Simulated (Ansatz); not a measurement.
# CCSD/STO-3G run of CH2Cl2 (dichloromethane)

Aim: the electronic atomisation energy of CH2Cl2 (dichloromethane) at CCSD/STO-3G, from 4 runs. 

Program for the calculation: Ansatz 0.2.0.

56 further runs of the same task are left out: 4 that didn't finish, 52 set aside as unsound or not needed.

### Step 1. The molecule

CH2Cl2 has 5 atoms, charge 0, and is taken as a singlet. SMILES: `ClCCl`. The coordinates come from a PBE0-D4/def2-TZVP relaxation.

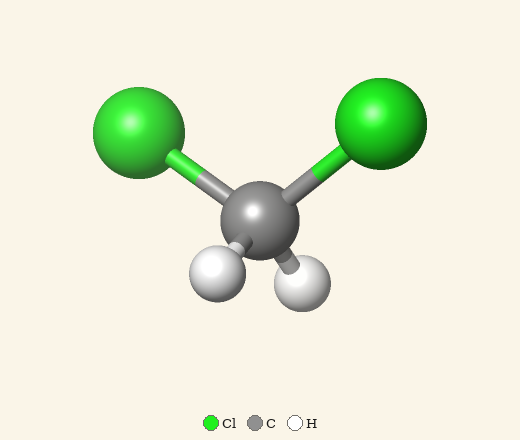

The structure, seen from a chosen angle (chlorine green, carbon grey, hydrogen white).

### Step 2. A single-point energy at CCSD/STO-3G

Contents of job.yaml:

```yaml
crystal:
  periodic: [false, false, false]
  atoms:
    - {symbol: Cl, position_ang: [1.630750, -0.338670, 0.265360]}
    - {symbol: C, position_ang: [-0.101090, -0.082670, 0.062890]}
    - {symbol: Cl, position_ang: [-0.474220, 1.284450, -0.984760]}
    - {symbol: H, position_ang: [-0.525010, -0.976700, -0.384090]}
    - {symbol: H, position_ang: [-0.530410, 0.113600, 1.040610]}
basis:
  gaussian: {orbitals: STO-3G}
correlation: {method: ccsd, frozen_orbitals: {C: 1, Cl: 5, H: 0}}
scf: {omitted_lower_state_checks: [cluster_reference, increment]}
accuracy: high
```

Launch:

```bash
$ ansatz run job.yaml --threads 1 --pin off --max-ram 3480MiB --events-out events.jsonl --progress --plain --runs-dir runs
```

Log, shortened:

```text
Warning: RAYON_NUM_THREADS=1 ignored (pool sized by the plan → 1); use --threads N
Functional definition: HF
  name "HF"
[...]
457 factors; integrals over basis functions are off by at most 2.8e-9 eV
[...]
mean field -25788.52621326 eV, -947.7108582463 hartree, gradient 2.9e-9 eV, S^2 0.000000; 0 other end points of the search recorded, 0 dependent functions left out
11 core orbitals not correlated: weight in the atoms' cores, before any rotation towards them, 1.000 or more for the frozen orbitals, at most 0.000 for the correlated occupied ones
reference -25788.52621326 eV, -947.7108582463 hartree; 10, 10 occupied and 4, 4 virtual orbitals, 457 factors
second order -1.95569457 eV of doubles, -0.00000000 eV of singles
cycle   1  -2.31638559 eV  change   -3.6e-1 eV  update   5.1e-2
[...]
cycle  17  -2.52753481 eV  change    1.7e-9 eV  update   1.9e-9
Total energy: -25791.05374806 eV, -947.8037434372 hartree
Checks for a lower state left out: cluster_reference, increment
```

Wall time 0.32 s (1 thread of Intel Xeon Platinum 8375C at 2.90GHz (Ice Lake), shared host).

### Step 3. The C atom at the same level

Contents of run.yaml:

```yaml
crystal:
  periodic: [false, false, false]
  atoms:
    - symbol: C
      position_ang: [0.000000, 0.000000, 0.000000]
basis:
  gaussian: {orbitals: STO-3G}
magnetization: {spin_polarized: true, initial_magnetization: 2}
correlation: {method: ccsd, frozen_orbitals: {C: 1}}
accuracy: high
scf: {omitted_lower_state_checks: [cluster_reference, increment]}
```

Run the same way, it converges to -37.21862 Eh (log not shown).

### Step 4. The Cl atom at the same level

Contents of in.yaml:

```yaml
crystal:
  periodic: [false, false, false]
  atoms:
    - {symbol: Cl, position_ang: [0.000000, 0.000000, 0.000000]}
basis:
  gaussian:
    orbitals: STO-3G
magnetization:
  spin_polarized: true
  initial_magnetization: 1
correlation:
  method: ccsd
  frozen_orbitals: {Cl: 5}
accuracy: high
scf:
  omitted_lower_state_checks: [cluster_reference, increment]
```

Run the same way, it converges to -454.54219 Eh (log not shown).

### Step 5. The H atom: the energy at UHF/STO-3G

Contents of run.yaml:

```yaml
crystal:
  periodic: [false, false, false]
  atoms:
    - symbol: H
      position_ang: [0.000000, 0.000000, 0.000000]
basis:
  gaussian:
    orbitals: STO-3G
magnetization:
  spin_polarized: true
  initial_magnetization: 1
hamiltonian:
  xc: hf
accuracy: high
```

Launch:

```bash
$ ansatz run run.yaml --threads 1 --pin off --max-ram 3480MiB --events-out events.jsonl --progress --plain --runs-dir runs
```

Log:

```text
Warning: RAYON_NUM_THREADS=1 ignored (pool sized by the plan → 1); use --threads N
[... 2 set-up lines as earlier in the session ...]
  exchange = exact_x
  correlation = 0
1 factors; integrals over basis functions are off by at most 4.6e-10 eV
mean field evaluation 1: about -12.6963 eV, gradient 0.0e0 eV
mean field evaluation 2: about -12.6963 eV, gradient 0.0e0 eV
mean field -12.69633895 eV, -0.4665818504 hartree, gradient 0.0e0 eV, S^2 0.750000; 0 other end points of the search recorded, 0 dependent functions left out
reference -12.69633895 eV, -0.4665818504 hartree; 1, 0 occupied and 0, 1 virtual orbitals, 1 factors
Total energy: -12.69633895 eV, -0.4665818504 hartree
```

It took 0.04 s on 1 thread of Intel Xeon Platinum 8375C at 2.90GHz (Ice Lake), shared host.

### Step 6. Summary of results

At CCSD/STO-3G, 11 core orbitals frozen:

| quantity | value |
| --- | --- |
| molecule: total energy | -947.80374 Eh |
| molecule: correlation energy (11 core orbitals frozen) | -92.9 mEh |
| molecule: T1 diagnostic | 0.006 |
| C atom: total energy | -37.21862 Eh |
| C atom: correlation energy (1 core orbital frozen) | -20.2 mEh |
| C atom: ⟨S²⟩ of the reference determinant | 2.000 |
| C atom: T1 diagnostic | 0.000 |
| Cl atom: total energy | -454.54219 Eh |
| Cl atom: correlation energy (5 core orbitals frozen) | 0.0 mEh |
| Cl atom: ⟨S²⟩ of the reference determinant | 0.750 |
| Cl atom: T1 diagnostic | 0.000 |
| H atom: total energy | -0.46658 Eh |
| H atom: ⟨S²⟩ | 0.750 |
| electronic atomisation energy | 15.444 eV |

**Reading.** Taking the molecule apart into free atoms costs 15.44 eV (1490 kJ/mol), before zero-point energy and without spin-orbit coupling. In a minimal basis such a difference can be off by several eV, whatever the method.
